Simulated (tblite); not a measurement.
**C₂H₄OSi: geometry relaxation**

System: C₂H₄OSi, SMILES O=C=C[SiH3].
Method: GFN1-xTB, R-SCC (tblite 0.8.0).

The geometry comes from this level: PBE0-D4/def2-TZVP.

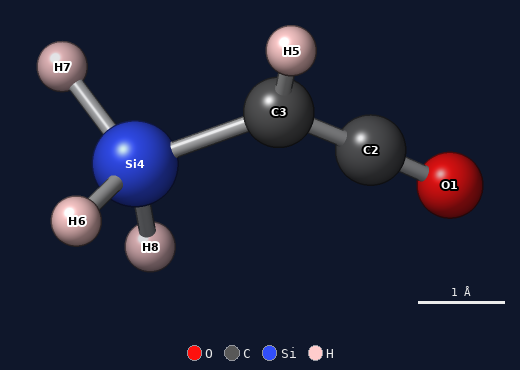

Figure 1. The starting structure (ball-and-stick view, seen at a tilt; atoms are numbered from 1 in the order of the input). Bond lengths as drawn: C–C 1.31 Å, C–H 1.08 Å, C–O 1.16 Å, C–Si 1.85 Å and H–Si 1.48 to 1.49 Å.

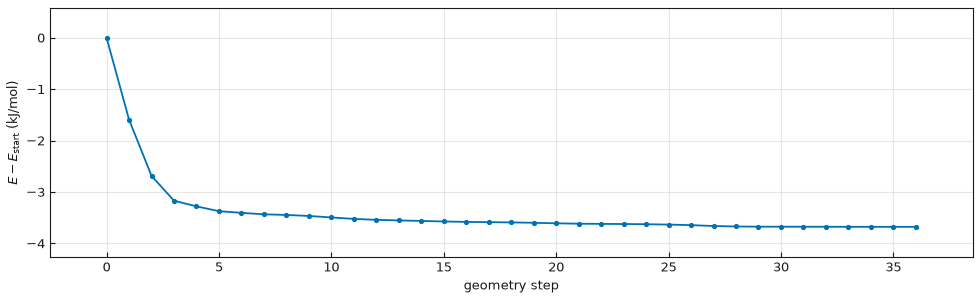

Figure 2. Progress of the relaxation, step by step (steps are counted from 0).

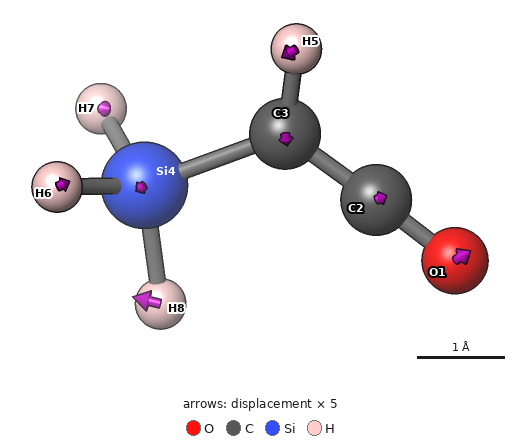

Figure 3. The starting structure with the displacements as pink arrows, magnified 5 times (ball-and-stick view, seen at a tilt). The two geometries are laid on each other by the best rigid fit. H8 moves most after the best rigid fit: 0.070 Å. By element the largest moves are H 0.070 Å, O 0.049 Å, C 0.032 Å, Si 0.029 Å. Among the contacts that change: Si4–H8 1.484 → 1.449 Å, Si4–H6 1.486 → 1.452 Å, C3–Si4 1.847 → 1.867 Å, C2–C3 1.307 → 1.300 Å. Among the angles that change: Si4–C3–H5 122.5° → 119.5°, C2–C3–Si4 120.3° → 123.2°. The energy falls by 3.68 kJ/mol in 36 geometry steps. The largest force component goes from 0.89 to 0.00062 eV/Å. (Atoms are counted from 1 in the order of the input.)

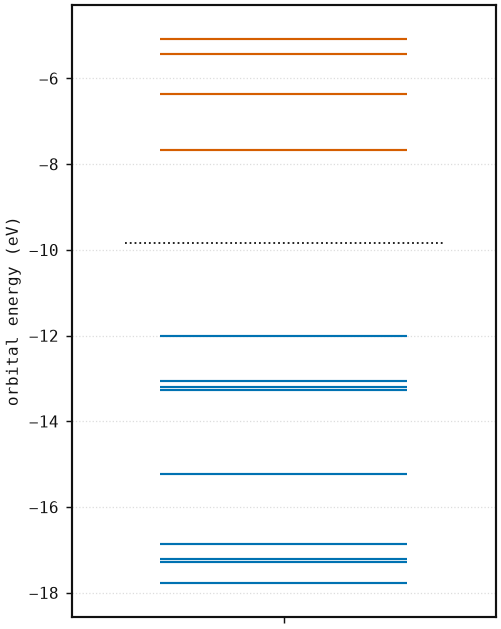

Figure 4. Orbital energies near the frontier; the dotted line parts filled from empty levels, and levels within 0.02 eV of each other stand side by side. Highest filled −12.01 eV, lowest empty −7.67 eV, 4.34 eV apart.

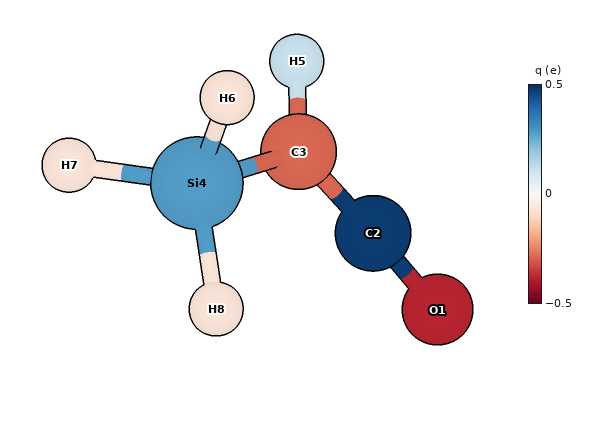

Figure 5. Mulliken charges, as the colour of each atom (ball-and-stick view, seen at a tilt; atoms are numbered from 1 in the order of the input). By element: O −0.38, C −0.29 to +0.47, Si +0.28 and H −0.06 to +0.11 e.

The input that produced these results follows, with the program's output.

Input file (run.py)
```python
# GFN1-xTB geometry optimisation
import json
import numpy as np
from tblite.interface import Calculator
from tblite.interface import symbols_to_numbers
from scipy.optimize import minimize

symbols = list(map(str, np.loadtxt("input.xyz", skiprows=2, usecols=0, dtype=str, ndmin=1)))
numbers = np.array(symbols_to_numbers(symbols))
positions = np.loadtxt("input.xyz", skiprows=2, usecols=(1, 2, 3), ndmin=2) / 0.529177210903

tb = Calculator("GFN1-xTB", numbers, positions, charge=0, uhf=0)
tb.set("verbosity", 0)
tb.set("accuracy", 0.01)
last, frames, energies, grads = [None], [], [], []

def fun(x):
    tb.update(x.reshape(-1, 3))
    last[0] = tb.singlepoint(last[0])
    return float(last[0].get('energy')), last[0].get('gradient').ravel()

def show(x):
    e, g = fun(x)
    frames.append(x.reshape(-1, 3).tolist())
    energies.append(e)
    grads.append(g.reshape(-1, 3).tolist())
    print(f"{len(energies) - 1:4d} {e:16.9f} {np.abs(g).max():12.3e} {np.linalg.norm(g):12.3e}")

print("step      energy/Eh       max grad     grad norm")
show(positions.ravel())
opt = minimize(fun, positions.ravel(), jac=True, method="BFGS", callback=show, options={"gtol": 3e-05, "maxiter": 500})
print("converged:", opt.success, "-", opt.message)
fun(opt.x)
wfn = last[0]
final = opt.x.reshape(-1, 3)
print("final geometry (angstrom)")
for s, p in zip(symbols, final * 0.529177210903):
    print(f"{s:<2} {p[0]:12.6f} {p[1]:12.6f} {p[2]:12.6f}")
print(f"E(total): {wfn.get('energy') * 27.211386:.8f} eV")
eps = np.atleast_2d(wfn.get("orbital-energies")) * 27.211386
occ = np.atleast_2d(wfn.get("orbital-occupations"))
filled = occ.sum(axis=0) if eps.shape[0] == 1 else occ[0]
homo = np.nonzero(filled > 0.5)[0].max()
print(f"HOMO {eps[0, homo]:.4f} eV")
if homo + 1 < eps.shape[1]:
    print(f"LUMO {eps[0, homo + 1]:.4f} eV, gap {eps[0, homo + 1] - eps[0, homo]:.4f} eV")
mu = wfn.get("dipole") * 2.541746
print(f"Dipole moment: {np.linalg.norm(mu):.4f} D, components " + " ".join(f"{c:.4f}" for c in mu))
q = wfn.get("charges")
print("Charges:", " ".join(f"{s}{i + 1}={c:+.4f}" for i, (s, c) in enumerate(zip(symbols, q))))
out = {k: np.asarray(wfn.get(k)).tolist() for k in ("energy", "gradient", "charges", "dipole", "orbital-energies", "orbital-occupations")}
out.update(symbols=symbols, positions=(positions * 0.529177210903).tolist(), final=final.tolist(), frames=frames, step_energies=energies, grads=grads, success=bool(opt.success))
json.dump(out, open("results.json", "w"))
```

File input.xyz
```
8
start geometry
O      1.434400    -1.284900     1.947200
C      1.186900    -0.644700     1.017800
C      0.866900     0.072100    -0.027300
Si    -0.904900     0.278600    -0.507900
H      1.678700     0.527300    -0.583100
H     -1.291100     1.713700    -0.489300
H     -1.142900    -0.245400    -1.878100
H     -1.735900    -0.474000     0.465000
```

Run as:
```bash
python run.py
```

What the program printed
```
step      energy/Eh       max grad     grad norm
   0    -12.915353364    1.722e-02    2.908e-02
   1    -12.915959996    1.001e-02    2.130e-02
   2    -12.916376682    1.307e-02    2.374e-02
   3    -12.916560336    4.355e-03    8.046e-03
   4    -12.916602664    2.130e-03    4.948e-03
   5    -12.916638069    1.804e-03    3.290e-03
   6    -12.916650468    1.640e-03    2.826e-03
   7    -12.916661310    9.210e-04    1.942e-03
   8    -12.916666051    9.050e-04    1.801e-03
   9    -12.916673524    1.018e-03    2.258e-03
  10    -12.916684643    1.522e-03    2.898e-03
  11    -12.916695285    1.604e-03    2.639e-03
  12    -12.916702216    1.086e-03    1.764e-03
  13    -12.916706499    6.165e-04    1.457e-03
  14    -12.916710379    7.439e-04    1.676e-03
  15    -12.916714392    7.296e-04    1.690e-03
  16    -12.916717522    7.012e-04    1.245e-03
  17    -12.916719459    6.538e-04    9.781e-04
  18    -12.916721283    6.110e-04    1.189e-03
  19    -12.916724107    9.769e-04    1.607e-03
  20    -12.916727910    1.054e-03    1.736e-03
  21    -12.916730827    6.219e-04    1.212e-03
  22    -12.916732269    3.757e-04    7.410e-04
  23    -12.916733194    3.011e-04    8.459e-04
  24    -12.916734719    6.862e-04    1.254e-03
  25    -12.916737322    1.046e-03    1.729e-03
  26    -12.916741660    1.335e-03    2.122e-03
  27    -12.916747892    1.365e-03    2.110e-03
  28    -12.916751581    8.588e-04    1.323e-03
  29    -12.916752926    2.678e-04    4.946e-04
  30    -12.916753227    1.571e-04    2.844e-04
  31    -12.916753344    1.450e-04    3.011e-04
  32    -12.916753537    1.403e-04    3.279e-04
  33    -12.916753821    1.666e-04    3.194e-04
  34    -12.916754019    1.132e-04    2.055e-04
  35    -12.916754077    4.062e-05    7.695e-05
  36    -12.916754087    1.198e-05    2.461e-05
converged: True - Optimization terminated successfully.
final geometry (angstrom)
O      1.483242    -1.284696     1.952186
C      1.216386    -0.647626     1.025042
C      0.849847     0.055135    -0.005378
Si    -0.933302     0.278047    -0.510098
H      1.634283     0.528086    -0.588823
H     -1.262340     1.692565    -0.490532
H     -1.116582    -0.234469    -1.856669
H     -1.779434    -0.444342     0.418572
E(total): -351.48278132 eV
HOMO -12.0108 eV
LUMO -7.6686 eV, gap 4.3422 eV
Dipole moment: 2.1494 D, components 0.2073 1.2477 -1.7379
Charges: O1=-0.3813 C2=+0.4732 C3=-0.2878 Si4=+0.2779 H5=+0.1104 H6=-0.0644 H7=-0.0644 H8=-0.0634
```

Trajectory as extended XYZ (Å, eV, eV/Å), 13 of the 37 frames kept, from step=0 to step=36
```
8
Properties=species:S:1:pos:R:3:forces:R:3 step=0 energy=-351.44467
O     1.4344   -1.2849    1.9472   -0.0608  -0.0114   0.0097
C     1.1869   -0.6447    1.0178    0.0819   0.2259  -0.3099
C     0.8669    0.0721   -0.0273    0.2897  -0.2715   0.4131
Si   -0.9049    0.2786   -0.5079   -0.8854   0.0851  -0.2120
H     1.6787    0.5273   -0.5831    0.0078   0.0165  -0.0221
H    -1.2911    1.7137   -0.4893    0.1644  -0.5198   0.0060
H    -1.1429   -0.2454   -1.8781    0.1114   0.1797   0.5008
H    -1.7359   -0.4740    0.4650    0.2910   0.2954  -0.3855
8
Properties=species:S:1:pos:R:3:forces:R:3 step=3 energy=-351.47751
O     1.4315   -1.2853    1.9475   -0.0434   0.0466  -0.0702
C     1.1941   -0.6422    1.0150    0.1078  -0.0861   0.1329
C     0.8697    0.0688   -0.0225   -0.2239   0.0607  -0.1101
Si   -0.9324    0.2810   -0.5141    0.1864  -0.0244   0.0539
H     1.6778    0.5277   -0.5837   -0.0525   0.0064  -0.0143
H    -1.2847    1.6935   -0.4890    0.0225  -0.0710   0.0057
H    -1.1386   -0.2385   -1.8586    0.0158   0.0203   0.0705
H    -1.7254   -0.4624    0.4497   -0.0126   0.0476  -0.0683
8
Properties=species:S:1:pos:R:3:forces:R:3 step=6 energy=-351.47996
O     1.4302   -1.2849    1.9467    0.0083   0.0071  -0.0090
C     1.1975   -0.6417    1.0146   -0.0231   0.0223  -0.0340
C     0.8631    0.0691   -0.0235    0.0843  -0.0277   0.0476
Si   -0.9264    0.2801   -0.5122    0.0150  -0.0046   0.0081
H     1.6735    0.5277   -0.5842   -0.0749   0.0016  -0.0100
H    -1.2829    1.6882   -0.4886    0.0143  -0.0068   0.0071
H    -1.1373   -0.2369   -1.8534    0.0141  -0.0030   0.0097
H    -1.7256   -0.4589    0.4448   -0.0380   0.0111  -0.0196
8
Properties=species:S:1:pos:R:3:forces:R:3 step=9 energy=-351.48059
O     1.4305   -1.2846    1.9463    0.0125  -0.0201   0.0298
C     1.1980   -0.6415    1.0145    0.0259  -0.0273   0.0411
C     0.8653    0.0681   -0.0220   -0.0353   0.0089  -0.0164
Si   -0.9230    0.2793   -0.5107   -0.0207  -0.0036   0.0028
H     1.6668    0.5290   -0.5867    0.0190   0.0386  -0.0523
H    -1.2808    1.6861   -0.4877    0.0161   0.0141   0.0074
H    -1.1353   -0.2368   -1.8509    0.0180  -0.0099  -0.0097
H    -1.7295   -0.4568    0.4415   -0.0354  -0.0007  -0.0027
8
Properties=species:S:1:pos:R:3:forces:R:3 step=12 energy=-351.48137
O     1.4333   -1.2868    1.9498   -0.0053   0.0087  -0.0129
C     1.2012   -0.6434    1.0174    0.0558  -0.0018   0.0086
C     0.8678    0.0664   -0.0194   -0.0492   0.0017  -0.0074
Si   -0.9216    0.2775   -0.5081   -0.0228  -0.0018  -0.0001
H     1.6574    0.5357   -0.5971    0.0062  -0.0097   0.0142
H    -1.2751    1.6855   -0.4853    0.0160   0.0156   0.0032
H    -1.1295   -0.2384   -1.8492    0.0176  -0.0064  -0.0124
H    -1.7414   -0.4540    0.4362   -0.0183  -0.0063   0.0069
8
Properties=species:S:1:pos:R:3:forces:R:3 step=15 energy=-351.48170
O     1.4344   -1.2871    1.9504    0.0235   0.0071  -0.0076
C     1.2064   -0.6431    1.0175   -0.0235   0.0249  -0.0375
C     0.8655    0.0657   -0.0187    0.0306  -0.0095   0.0169
Si   -0.9241    0.2769   -0.5075   -0.0078   0.0004  -0.0013
H     1.6546    0.5366   -0.5986   -0.0302  -0.0250   0.0319
H    -1.2717    1.6868   -0.4842    0.0099   0.0039  -0.0004
H    -1.1260   -0.2395   -1.8498    0.0100   0.0001  -0.0032
H    -1.7469   -0.4537    0.4353   -0.0123  -0.0018   0.0012
8
Properties=species:S:1:pos:R:3:forces:R:3 step=18 energy=-351.48189
O     1.4373   -1.2864    1.9497    0.0314   0.0034  -0.0015
C     1.2086   -0.6425    1.0170   -0.0218  -0.0172   0.0220
C     0.8646    0.0649   -0.0176   -0.0307   0.0037  -0.0083
Si   -0.9255    0.2763   -0.5068   -0.0019   0.0003  -0.0006
H     1.6501    0.5361   -0.5985    0.0156   0.0048  -0.0053
H    -1.2682    1.6878   -0.4834    0.0048  -0.0039  -0.0028
H    -1.1223   -0.2402   -1.8502    0.0041   0.0044   0.0031
H    -1.7526   -0.4533    0.4341   -0.0015   0.0046  -0.0067
8
Properties=species:S:1:pos:R:3:forces:R:3 step=21 energy=-351.48215
O     1.4474   -1.2849    1.9486    0.0107  -0.0010   0.0025
C     1.2069   -0.6430    1.0175    0.0242  -0.0197   0.0303
C     0.8602    0.0637   -0.0164   -0.0320  -0.0014  -0.0015
Si   -0.9285    0.2757   -0.5062    0.0015   0.0042  -0.0061
H     1.6456    0.5350   -0.5974    0.0163   0.0056  -0.0061
H    -1.2625    1.6887   -0.4828   -0.0112   0.0018  -0.0059
H    -1.1165   -0.2405   -1.8505   -0.0113   0.0039  -0.0041
H    -1.7606   -0.4521    0.4315    0.0018   0.0066  -0.0091
8
Properties=species:S:1:pos:R:3:forces:R:3 step=24 energy=-351.48226
O     1.4516   -1.2847    1.9489    0.0123  -0.0060   0.0099
C     1.2074   -0.6435    1.0184    0.0026   0.0134  -0.0187
C     0.8576    0.0630   -0.0156    0.0353  -0.0106   0.0186
Si   -0.9298    0.2761   -0.5071    0.0040   0.0046  -0.0057
H     1.6460    0.5340   -0.5959   -0.0238  -0.0132   0.0162
H    -1.2624    1.6894   -0.4835   -0.0134   0.0033  -0.0066
H    -1.1165   -0.2400   -1.8513   -0.0134   0.0037  -0.0063
H    -1.7617   -0.4515    0.4306   -0.0035   0.0050  -0.0074
8
Properties=species:S:1:pos:R:3:forces:R:3 step=27 energy=-351.48262
O     1.4712   -1.2850    1.9513    0.0086  -0.0007   0.0020
C     1.2132   -0.6463    1.0228   -0.0243   0.0283  -0.0427
C     0.8516    0.0581   -0.0094    0.0702  -0.0112   0.0232
Si   -0.9323    0.2783   -0.5103    0.0020  -0.0022   0.0046
H     1.6401    0.5300   -0.5909   -0.0404  -0.0203   0.0244
H    -1.2635    1.6921   -0.4870   -0.0038  -0.0009  -0.0080
H    -1.1176   -0.2378   -1.8551   -0.0044   0.0072  -0.0029
H    -1.7707   -0.4468    0.4229   -0.0079  -0.0002  -0.0004
8
Properties=species:S:1:pos:R:3:forces:R:3 step=30 energy=-351.48276
O     1.4824   -1.2847    1.9521    0.0000  -0.0006   0.0009
C     1.2159   -0.6475    1.0249    0.0013  -0.0003   0.0003
C     0.8498    0.0553   -0.0056   -0.0004   0.0009  -0.0015
Si   -0.9331    0.2787   -0.5110   -0.0009  -0.0036   0.0050
H     1.6341    0.5282   -0.5890    0.0030   0.0008  -0.0007
H    -1.2624    1.6932   -0.4886    0.0007  -0.0031  -0.0074
H    -1.1164   -0.2365   -1.8566    0.0000   0.0081   0.0003
H    -1.7782   -0.4440    0.4181   -0.0037  -0.0023   0.0031
8
Properties=species:S:1:pos:R:3:forces:R:3 step=33 energy=-351.48278
O     1.4814   -1.2847    1.9520   -0.0009   0.0010  -0.0015
C     1.2157   -0.6474    1.0246    0.0057  -0.0047   0.0073
C     0.8504    0.0556   -0.0060   -0.0086   0.0001  -0.0012
Si   -0.9330    0.2781   -0.5101    0.0002   0.0003  -0.0008
H     1.6344    0.5285   -0.5894    0.0058   0.0026  -0.0030
H    -1.2621    1.6926   -0.4894   -0.0005  -0.0015  -0.0032
H    -1.1162   -0.2356   -1.8563   -0.0008   0.0036   0.0005
H    -1.7785   -0.4445    0.4189   -0.0010  -0.0013   0.0018
8
Properties=species:S:1:pos:R:3:forces:R:3 step=36 energy=-351.48278
O     1.4832   -1.2847    1.9522    0.0000   0.0000   0.0000
C     1.2164   -0.6476    1.0250    0.0000  -0.0001   0.0002
C     0.8498    0.0551   -0.0054   -0.0003  -0.0002   0.0002
Si   -0.9333    0.2781   -0.5101    0.0000   0.0003  -0.0005
H     1.6343    0.5281   -0.5888   -0.0006   0.0001  -0.0002
H    -1.2623    1.6926   -0.4905    0.0001   0.0001  -0.0001
H    -1.1166   -0.2345   -1.8567    0.0002   0.0001  -0.0001
H    -1.7794   -0.4443    0.4186    0.0005  -0.0002   0.0004
```

Key numbers

| quantity | value |
| --- | --- |
| outcome | converged |
| total energy | −12.916754 hartree |
| basis functions | 29 |
| largest force | 0.001 eV/Å |
| HOMO | −12.01 eV |
| LUMO | −7.67 eV |
| dipole moment | 2.15 D |
| hardware | 1 thread of Intel Xeon @ 2.70GHz, 189 GiB of memory available, shared host |
| wall time | 1.1 s |
| peak memory | 0.085 GiB |
